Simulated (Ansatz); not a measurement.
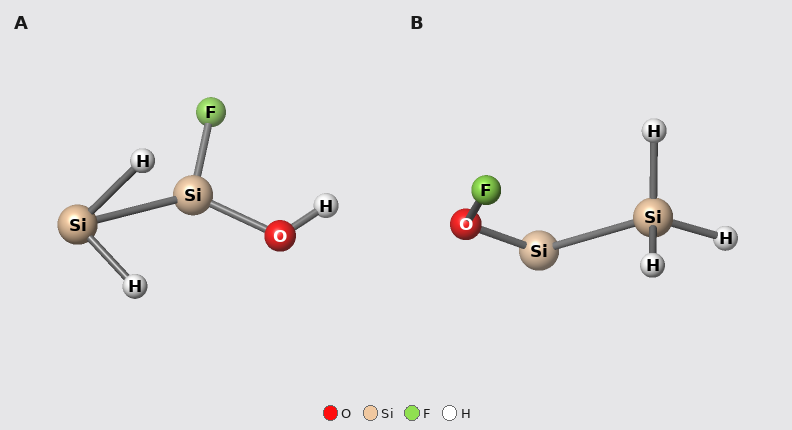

2 stationary structures of one formula. Geometries: PBE0-D4/def2-TZVP. Electronic energies: RHF-CCSD(T) (frozen core)/def2-TZVPP (Ansatz 0.2.0), without zero-point energy. No frequency run is at hand to confirm each as a minimum. Each is one conformer, not always the lowest.

Question: Which is lowest in energy, and by how much?

Answer: A is lowest (C1); B lies 124.8 kcal/mol above it (Cs).

Give E(B) − E(A) in kcal/mol at these levels too: r2SCAN-D4/def2-TZVPP; RHF-CCSD(T) (frozen core)/def2-TZVPP; ωB97M-V/def2-TZVPP; PBE0-D4/def2-TZVPP; B3LYP-D4/def2-TZVPP; PBE0-D4/def2-TZVP; PBE-D4/def2-TZVPP.

```json
{"level": "r2SCAN-D4/def2-TZVPP", "E(B) − E(A) (kcal/mol)": "+121.5"}
{"level": "RHF-CCSD(T) (frozen core)/def2-TZVPP", "E(B) − E(A) (kcal/mol)": "+124.8"}
{"level": "ωB97M-V/def2-TZVPP", "E(B) − E(A) (kcal/mol)": "+126.9"}
{"level": "PBE0-D4/def2-TZVPP", "E(B) − E(A) (kcal/mol)": "+125.5"}
{"level": "B3LYP-D4/def2-TZVPP", "E(B) − E(A) (kcal/mol)": "+118.9"}
{"level": "PBE0-D4/def2-TZVP", "E(B) − E(A) (kcal/mol)": "+124.5"}
{"level": "PBE-D4/def2-TZVPP", "E(B) − E(A) (kcal/mol)": "+113.6"}
```
